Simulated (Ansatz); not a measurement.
# HfSiH₂ (singlet): from Hartree-Fock to the top rungs at a displaced geometry (v2), def2-SVP

How much of the correlation energy of HfSiH₂ (singlet) does each wave-function method recover here?

Program: Ansatz 0.2.0, Gaussian basis. Level of theory: def2-SVP, core rule «outside noble gas», up to 9 orbitals frozen. These are calculated values, not measurements.

To be run: UHF; CCSD(T) on RHF; CCSD(T) on UHF; CISD; CCSDT(Q) on RHF; CCSDT(Q) on UHF; CASSCF and MRCISD+Q, 8 electrons in 8 orbitals; CASSCF and NEVPT2, 8 electrons in 8 orbitals.

17 further runs of the same task are left out: 6 that didn't finish, 11 set aside as unsound or not needed. Runs told in other sessions of the task aren't counted.

### Step 1. What is computed

The geometry is a PBE0/def2-TZVP stationary point (not a proven minimum) with its atoms shifted at random (size 0.100 Å). No spin-orbit coupling is included. Elements past krypton take def2 core potentials.

4 atoms, charge 0, spin multiplicity 1.

Atoms are counted from 1 here; the program's logs count them from 0.

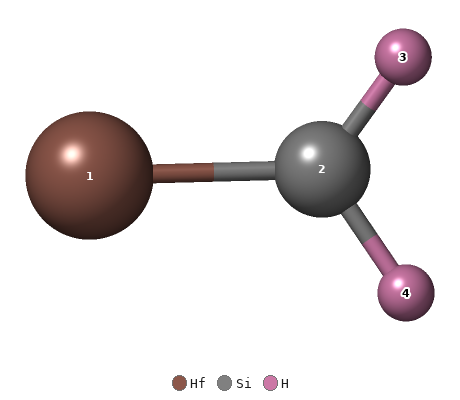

The structure; hafnium brown, silicon grey, hydrogen pink; atoms are numbered from 1 in the order of the file.

In the tables R marks a restricted determinant and U an unrestricted one; 'frontier' is the active space of 8 electrons in 8 orbitals; energies count from the table's Hartree-Fock row.

### Step 2. UHF

in.yaml reads:

```yaml
crystal:
  periodic: [false, false, false]
  atoms:
    - {symbol: Hf, position_ang: [0.022651, -0.000628, 0.361265]}
    - {symbol: Si, position_ang: [-0.142224, 0.007746, -2.083744]}
    - {symbol: H, position_ang: [-0.065603, 1.192525, -2.965226]}
    - {symbol: H, position_ang: [0.017505, -1.297151, -2.947011]}
basis:
  gaussian: {orbitals: def2-SVP}
magnetization: {spin_polarized: true, initial_magnetization: 0}
hamiltonian: {xc: hf}
output: {orbitals: {seedname: orbitals}}
```

Started as:

```
$ ansatz run in.yaml --threads 1 --pin off --events-out ev --progress --plain --max-ram 2393MiB
```

The log of the run, shortened:

```text
Functional definition: HF
  name "HF"
  cite "Fock, Z. Phys. 61, 126 (1930) doi:10.1007/BF01340294"
  parent pbe
[...]
595 factors; integrals over basis functions are off by at most 1.1e-3 eV
[...]
mean field -9178.82223164 eV, -337.3154953834 hartree, gradient 2.4e-6 eV, S^2 1.375279; 16 other end points of the search recorded, 0 dependent functions left out
reference -9178.82223164 eV, -337.3154953834 hartree; 14, 14 occupied and 46, 46 virtual orbitals, 595 factors
Total energy: -9178.82223164 eV, -337.3154953834 hartree
```

Run time: 7 s. Hardware: 1 thread of Intel Xeon 6975P-C, shared host.

From the report: ⟨S²⟩ of the determinant 1.375 (pure singlet: 0.00). The determinant of HF (⟨S²⟩ 1.38) is far from a pure spin state, so its energy mixes those of several spin states; that is harmless only where they are near-degenerate.

The unrestricted solution breaks the spin symmetry, so the restricted determinant is unstable here.

### Step 3. CCSD(T) on RHF

Edit in.yaml of step 2 so:

```diff
@@ -9,4 +9,3 @@
   gaussian: {orbitals: def2-SVP}
-magnetization: {spin_polarized: true, initial_magnetization: 0}
-hamiltonian: {xc: hf}
-output: {orbitals: {seedname: orbitals}}
+magnetization: {spin_polarized: false}
+correlation: {method: ccsd_t, electrons: outside_noble_gas}
```

Launched as before.

The log of the run, shortened:

```text
Functional definition: HF
  name "HF"
  cite "Fock, Z. Phys. 61, 126 (1930) doi:10.1007/BF01340294"
  parent pbe
[...]
595 factors; integrals over basis functions are off by at most 1.1e-3 eV
[...]
mean field -9178.32244305 eV, -337.2971284915 hartree, gradient 3.0e-6 eV, S^2 0.000000; 1 other end points of the search recorded, 0 dependent functions left out; unrestricted orbitals would lower it
determinant -9178.32244305 eV, -337.2971284915 hartree, with singles and doubles -9184.00366526 eV, -337.5059095572 hartree
determinant -9176.20957764 eV, -337.2194821200 hartree, with singles and doubles -9181.86953651 eV, -337.4274817721 hartree
9 core orbitals not correlated: weight in the atoms' cores, before any rotation towards them, 0.999 or more for the frozen orbitals, at most 0.000 for the correlated occupied ones
reference -9178.32244305 eV, -337.2971284915 hartree; 5, 5 occupied and 46, 46 virtual orbitals, 595 factors
second order -4.78657930 eV of doubles, -0.00000000 eV of singles
cycle   1  -5.68214114 eV  change   -9.2e-4 eV  update   2.8e-3
[...]
cycle  11  -5.68386463 eV  change   -6.0e-6 eV  update   7.9e-6
perturbative correction -0.33791222 eV, -0.0124180452 hartree
Total energy: -9184.34421990 eV, -337.5184247094 hartree
```

It took 1.4 s on 1 thread of Intel Xeon 6975P-C, shared host.

From the report: correlation -6.0218 eV; T1 0.034; largest double amplitude 0.11.

### Step 4. CCSD(T) on UHF

Edit in.yaml of step 3 so:

```diff
@@ -9,3 +9,3 @@
   gaussian: {orbitals: def2-SVP}
-magnetization: {spin_polarized: false}
+magnetization: {spin_polarized: true, initial_magnetization: 0}
 correlation: {method: ccsd_t, electrons: outside_noble_gas}
```

Launched as before.

The log of the run, shortened:

```text
Functional definition: HF
  name "HF"
  cite "Fock, Z. Phys. 61, 126 (1930) doi:10.1007/BF01340294"
  parent pbe
[...]
595 factors; integrals over basis functions are off by at most 1.1e-3 eV
[...]
mean field -9178.82223164 eV, -337.3154953834 hartree, gradient 6.3e-8 eV, S^2 1.375272; 26 other end points of the search recorded, 0 dependent functions left out
determinant -9178.82223164 eV, -337.3154953834 hartree, with singles and doubles -9183.77597033 eV, -337.4975419226 hartree
determinant -9178.82220634 eV, -337.3154944538 hartree, with singles and doubles -9183.76240300 eV, -337.4970433325 hartree
determinant -9178.62493992 eV, -337.3082450466 hartree, with singles and doubles -9183.22494072 eV, -337.4772919582 hartree
determinant -9178.28626461 eV, -337.2957989584 hartree, with singles and doubles -9182.89246519 eV, -337.4650737077 hartree
[...]
determinant -9178.82223164 eV, -337.3154953834 hartree, with singles and doubles -9183.90900521 eV, -337.5024308644 hartree
determinant -9178.82220634 eV, -337.3154944538 hartree, with singles and doubles -9183.90472684 eV, -337.5022736373 hartree
determinant -9178.48506376 eV, -337.3031046927 hartree, with singles and doubles -9183.89159266 eV, -337.5017909650 hartree
determinant -9178.32244305 eV, -337.2971284915 hartree, with singles and doubles -9184.00352715 eV, -337.5059044815 hartree
9 core orbitals not correlated: weight in the atoms' cores, before any rotation towards them, 0.999 or more for the frozen orbitals, at most 0.000 for the correlated occupied ones
reference -9178.82223164 eV, -337.3154953834 hartree; 5, 5 occupied and 46, 46 virtual orbitals, 595 factors
second order -3.75875706 eV of doubles, -0.00000000 eV of singles
cycle   1  -5.08677437 eV  change   -7.9e-7 eV  update   5.6e-6
perturbative correction -0.29565085 eV, -0.0108649684 hartree
Total energy: -9184.20465686 eV, -337.5132958620 hartree
```

Wall time 29 s (1 thread of Intel Xeon 6975P-C, shared host).

From the report: ⟨S²⟩ of the determinant 1.375 (pure singlet: 0.00); correlation -5.3824 eV; T1 0.147; largest double amplitude 0.09. The determinant of CCSD(T) (⟨S²⟩ 1.38) is far from a pure spin state, so its energy mixes those of several spin states; high orders of coupled cluster remove much of that, low ones don't.

### Step 5. CISD

Edit in.yaml of step 4 so:

```diff
@@ -9,3 +9,2 @@
   gaussian: {orbitals: def2-SVP}
-magnetization: {spin_polarized: true, initial_magnetization: 0}
-correlation: {method: ccsd_t, electrons: outside_noble_gas}
+correlation: {active_space: {ras: {orbitals: [5, 0, 46], electrons: 10, max_holes: 2, max_particles: 2}, fixed_orbitals: true}}
```

Same command.

The log of the run:

```text
Functional definition: HF
  name "HF"
  cite "Fock, Z. Phys. 61, 126 (1930) doi:10.1007/BF01340294"
  parent pbe
  exchange = exact_x
  correlation = 0
595 factors; integrals over basis functions are off by at most 1.1e-3 eV
mean field evaluation 1: about -9174.2275 eV, gradient 2.6e1 eV
mean field evaluation 2: about -9174.2309 eV, gradient 2.6e1 eV
mean field evaluation 4: about -9178.1741 eV, gradient 3.2e0 eV
mean field evaluation 8: about -9178.3188 eV, gradient 3.0e-1 eV
mean field evaluation 16: about -9178.3224 eV, gradient 3.0e-6 eV
mean field -9178.32244305 eV, -337.2971284915 hartree, gradient 3.0e-6 eV, S^2 0.000000; 0 other end points of the search recorded, 0 dependent functions left out
reference -9178.32244305 eV, -337.2971284915 hartree; 14, 14 occupied and 46, 46 virtual orbitals, 595 factors
state -9183.38667425 eV, -337.4832355555 hartree
Total energy: -9183.38667425 eV, -337.4832355555 hartree
```

It took 2.2 s on 1 thread of Intel Xeon 6975P-C, shared host.

From the report: 74,061 determinants.

### Step 6. CCSDT(Q) on RHF

Edit in.yaml of step 5 so:

```diff
@@ -9,2 +9,3 @@
   gaussian: {orbitals: def2-SVP}
-correlation: {active_space: {ras: {orbitals: [5, 0, 46], electrons: 10, max_holes: 2, max_particles: 2}, fixed_orbitals: true}}
+magnetization: {spin_polarized: false}
+correlation: {method: ccsdt_q, electrons: outside_noble_gas}
```

Launched as before.

The log of the run, shortened:

```text
Functional definition: HF
  name "HF"
  cite "Fock, Z. Phys. 61, 126 (1930) doi:10.1007/BF01340294"
  parent pbe
[...]
1035 factors; integrals over basis functions are off by at most 2.1e-7 eV
[...]
mean field -9178.32246029 eV, -337.2971291251 hartree, gradient 3.0e-6 eV, S^2 0.000000; 1 other end points of the search recorded, 0 dependent functions left out; unrestricted orbitals would lower it
determinant -9178.32246029 eV, -337.2971291251 hartree, with singles and doubles -9184.00370466 eV, -337.5059110049 hartree
determinant -9176.20959972 eV, -337.2194829314 hartree, with singles and doubles -9181.86956926 eV, -337.4274829754 hartree
9 core orbitals not correlated: weight in the atoms' cores, before any rotation towards them, 0.999 or more for the frozen orbitals, at most 0.000 for the correlated occupied ones
reference -9178.32246029 eV, -337.2971291251 hartree; 5, 5 occupied and 46, 46 virtual orbitals, 1035 factors
second order -4.78663871 eV of doubles, -0.00000000 eV of singles
cycle   1  -5.28239317 eV  change   -5.0e-1 eV  update   1.3e-1
[...]
cycle  26  -6.07648465 eV  change    3.0e-8 eV  update   8.0e-7
perturbative correction -0.03247631 eV, -0.0011934825 hartree
Total energy: -9184.43142125 eV, -337.5216292998 hartree
```

It took 20 s on 1 thread of Intel Xeon 6975P-C, shared host; peak memory 0.44 GiB.

From the report: correlation -6.1090 eV; T1 0.035; largest double amplitude 0.13.

### Step 7. CCSDT(Q) on UHF

Edit in.yaml of step 6 so:

```diff
@@ -9,3 +9,3 @@
   gaussian: {orbitals: def2-SVP}
-magnetization: {spin_polarized: false}
+magnetization: {spin_polarized: true, initial_magnetization: 0}
 correlation: {method: ccsdt_q, electrons: outside_noble_gas}
```

Launched as before.

The log of the run, shortened:

```text
Functional definition: HF
  name "HF"
  cite "Fock, Z. Phys. 61, 126 (1930) doi:10.1007/BF01340294"
  parent pbe
[...]
1035 factors; integrals over basis functions are off by at most 2.1e-7 eV
[...]
mean field -9178.82225748 eV, -337.3154963333 hartree, gradient 6.3e-8 eV, S^2 1.375296; 26 other end points of the search recorded, 0 dependent functions left out
determinant -9178.82225748 eV, -337.3154963333 hartree, with singles and doubles -9183.77598923 eV, -337.4975426172 hartree
determinant -9178.82223241 eV, -337.3154954119 hartree, with singles and doubles -9183.76242224 eV, -337.4970440394 hartree
determinant -9178.62495827 eV, -337.3082457208 hartree, with singles and doubles -9183.22498234 eV, -337.4772934876 hartree
determinant -9178.28629392 eV, -337.2958000358 hartree, with singles and doubles -9182.89250184 eV, -337.4650750545 hartree
[...]
determinant -9178.82223241 eV, -337.3154954119 hartree, with singles and doubles -9183.90475905 eV, -337.5022748210 hartree
determinant -9178.48508582 eV, -337.3031055033 hartree, with singles and doubles -9183.89162985 eV, -337.5017923315 hartree
determinant -9178.32246029 eV, -337.2971291251 hartree, with singles and doubles -9184.00356665 eV, -337.5059059330 hartree
9 core orbitals not correlated: weight in the atoms' cores, before any rotation towards them, 0.999 or more for the frozen orbitals, at most 0.000 for the correlated occupied ones
reference -9178.82225748 eV, -337.3154963333 hartree; 5, 5 occupied and 46, 46 virtual orbitals, 1035 factors
second order -3.75878361 eV of doubles, -0.00000000 eV of singles
cycle   1  -4.36712393 eV  change   -6.1e-1 eV  update   1.1e-1
[...]
cycle  46  -5.50600756 eV  change   -1.5e-7 eV  update   6.1e-7
perturbative correction -0.05197267 eV, -0.0019099604 hartree
Total energy: -9184.38023771 eV, -337.5197483394 hartree
```

Wall time 2.4 min (1 thread of Intel Xeon 6975P-C, shared host); peak memory 0.63 GiB.

From the report: ⟨S²⟩ of the determinant 1.375 (pure singlet: 0.00); correlation -5.5580 eV; T1 0.188; largest double amplitude 0.13. The determinant of CCSDT(Q) (⟨S²⟩ 1.38) is far from a pure spin state, so its energy mixes those of several spin states; high orders of coupled cluster remove much of that, low ones don't.

### Step 8. CASSCF and MRCISD+Q, 8 electrons in 8 orbitals

Edit in.yaml of step 7 so:

```diff
@@ -9,3 +9,2 @@
   gaussian: {orbitals: def2-SVP}
-magnetization: {spin_polarized: true, initial_magnetization: 0}
-correlation: {method: ccsdt_q, electrons: outside_noble_gas}
+correlation: {method: fic_mrcisd_q, electrons: outside_noble_gas, active_space: {window: {electrons: 8, orbitals: 8}}}
```

The command is unchanged.

The log of the run, shortened:

```text
Functional definition: HF
  name "HF"
  cite "Fock, Z. Phys. 61, 126 (1930) doi:10.1007/BF01340294"
  parent pbe
[...]
595 factors; integrals over basis functions are off by at most 1.1e-3 eV
[...]
mean field -9178.32244305 eV, -337.2971284915 hartree, gradient 3.0e-6 eV, S^2 0.000000; 0 other end points of the search recorded, 0 dependent functions left out; unrestricted orbitals would lower it
reference -9178.32244305 eV, -337.2971284915 hartree; 14, 14 occupied and 46, 46 virtual orbitals, 595 factors
state -9180.50207668 eV, -337.3772285501 hartree
contracted CI cycle   1: correlation 0.00000000 eV, 0.0000000000 hartree, residual 1.28e1 eV
contracted CI cycle   2: correlation -3.23662279 eV, -0.1189436936 hartree, residual 2.89e0 eV
contracted CI cycle   3: correlation -3.42392696 eV, -0.1258269950 hartree, residual 8.78e-1 eV
[...]
contracted CI cycle   6: correlation -3.58703000 eV, -0.1318209212 hartree, residual 1.22e-1 eV
contracted CI cycle   7: correlation -3.58744644 eV, -0.1318362249 hartree, residual 5.62e-2 eV
contracted CI cycle   8: correlation -3.58753631 eV, -0.1318395275 hartree, residual 2.72e-2 eV
contracted CI cycle   9: correlation -3.58755781 eV, -0.1318403179 hartree, residual 1.32e-2 eV
contracted CI cycle  10: correlation -3.58756295 eV, -0.1318405067 hartree, residual 6.97e-3 eV
contracted CI cycle  11: correlation -3.58756437 eV, -0.1318405588 hartree, residual 3.72e-3 eV
contracted CI cycle  12: correlation -3.58756479 eV, -0.1318405742 hartree, residual 2.03e-3 eV
contracted CI cycle  13: correlation -3.58756490 eV, -0.1318405785 hartree, residual 9.82e-4 eV
state -9180.35412134 eV, -337.3717912919 hartree; corrected -9184.32716820 eV, -337.5177980709 hartree
state -9180.50207668 eV, -337.3772285501 hartree; corrected -9184.33762492 eV, -337.5181823480 hartree
[...]
Total energy: -9184.33762492 eV, -337.5181823480 hartree
```

Wall time 13 s (1 thread of Intel Xeon 6975P-C, shared host); peak memory 0.34 GiB.

From the report: 4,900 determinants; active occupations 1.98, 1.97, 1.95, 1.87, 0.13, 0.05, 0.02, 0.02.

### Step 9. CASSCF and NEVPT2, 8 electrons in 8 orbitals

Edit in.yaml of step 8 so:

```diff
@@ -9,2 +9,2 @@
   gaussian: {orbitals: def2-SVP}
-correlation: {method: fic_mrcisd_q, electrons: outside_noble_gas, active_space: {window: {electrons: 8, orbitals: 8}}}
+correlation: {method: sc_nevpt2, electrons: outside_noble_gas, active_space: {window: {electrons: 8, orbitals: 8}}}
```

Same command.

The log of the run, shortened:

```text
Functional definition: HF
  name "HF"
  cite "Fock, Z. Phys. 61, 126 (1930) doi:10.1007/BF01340294"
  parent pbe
[...]
595 factors; integrals over basis functions are off by at most 1.1e-3 eV
[...]
mean field -9178.32244305 eV, -337.2971284915 hartree, gradient 3.0e-6 eV, S^2 0.000000; 0 other end points of the search recorded, 0 dependent functions left out; unrestricted orbitals would lower it
reference -9178.32244305 eV, -337.2971284915 hartree; 14, 14 occupied and 46, 46 virtual orbitals, 595 factors
state -9180.50207668 eV, -337.3772285501 hartree
state -9180.50207668 eV, -337.3772285501 hartree; corrected -9183.24699333 eV, -337.4781023765 hartree
state -9180.35412134 eV, -337.3717912919 hartree
state -9180.35412134 eV, -337.3717912919 hartree; corrected -9183.14477600 eV, -337.4743459588 hartree
state -9180.50207668 eV, -337.3772285501 hartree; corrected -9183.24699333 eV, -337.4781023765 hartree
[...]
Total energy: -9183.24699333 eV, -337.4781023765 hartree
```

Wall time 8.5 s (1 thread of Intel Xeon 6975P-C, shared host).

From the report: 4,900 determinants; active occupations 1.98, 1.97, 1.95, 1.87, 0.13, 0.05, 0.02, 0.02.

### Step 10. All levels against the top one

No level here is safe as a reference; RCCSDT(Q) serves as a yardstick only. Rows without a time are mean-field rows or come out of runs for another level: lower rungs of the coupled-cluster runs, CASSCF and MRCISD of the multireference runs, or the Hartree-Fock search.

Differences are taken before rounding.

```
           method  energy from the lowest RHF (meV)  from RCCSDT(Q) (meV)     time
              RHF                               0.0               +6109.0         
              UHF                            -499.8               +5609.2         
             RMP2                           -4786.6               +1322.4         
             UMP2                           -4258.5               +1850.4         
             CISD                           -5064.2               +1044.7    2.2 s
            RCCSD                           -5683.9                +425.1         
            UCCSD                           -5586.6                +522.4         
         RCCSD(T)                           -6021.8                 +87.2    1.4 s
         UCCSD(T)                           -5882.2                +226.8     29 s
           RCCSDT                           -6076.5                 +32.5         
           UCCSDT                           -6005.8                +103.2         
        RCCSDT(Q)                           -6109.0                     0     20 s
        UCCSDT(Q)                           -6057.8                 +51.2  2.4 min
  CASSCF frontier                           -2179.6               +3929.3         
  NEVPT2 frontier                           -4924.6               +1184.4    8.5 s
  MRCISD frontier                           -5636.1                +472.9         
MRCISD+Q frontier                           -6015.2                 +93.8     13 s
```

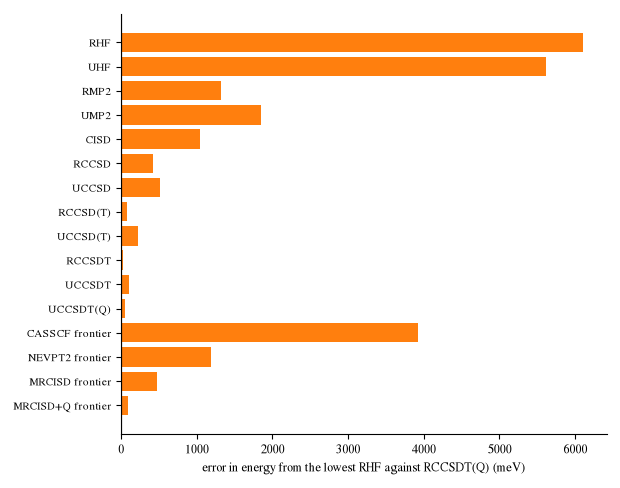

How far each level lands from RCCSDT(Q).

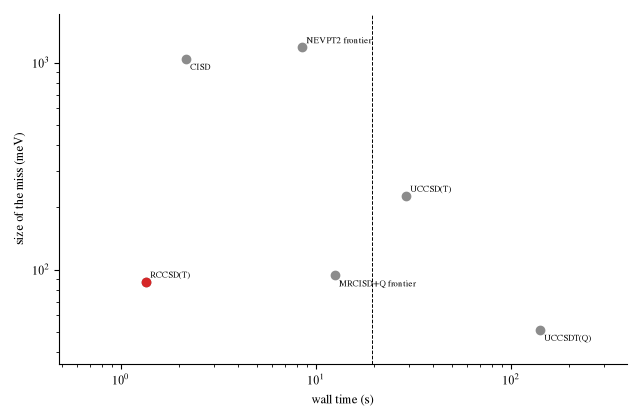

Accuracy for the time spent; red marks the levels that beat every quicker one drawn (of those quicker than the yardstick), and the dashed line is the time of RCCSDT(Q). Times are from a shared host.

### Step 11. Results

```
                        quantity        value
   RCCSDT(Q) from the RHF energy   -6.1090 eV
             RMP2 from RCCSDT(Q)  +1322.4 meV
             UMP2 from RCCSDT(Q)  +1850.4 meV
            RCCSD from RCCSDT(Q)   +425.1 meV
         RCCSD(T) from RCCSDT(Q)    +87.2 meV
         UCCSD(T) from RCCSDT(Q)   +226.8 meV
        UCCSDT(Q) from RCCSDT(Q)    +51.2 meV
  NEVPT2 frontier from RCCSDT(Q)  +1184.4 meV
MRCISD+Q frontier from RCCSDT(Q)    +93.8 meV
                   T1 diagnostic        0.034
```

RCCSD(T) misses by +87.2 meV, 1.4 % of the correlation energy. CCSD(T) misses by +87.2 meV on the restricted determinant and by +226.8 meV on the unrestricted one; the two need not hold the same state or core. Warnings: restricted reference is unstable; spin contamination; large T1 diagnostic.
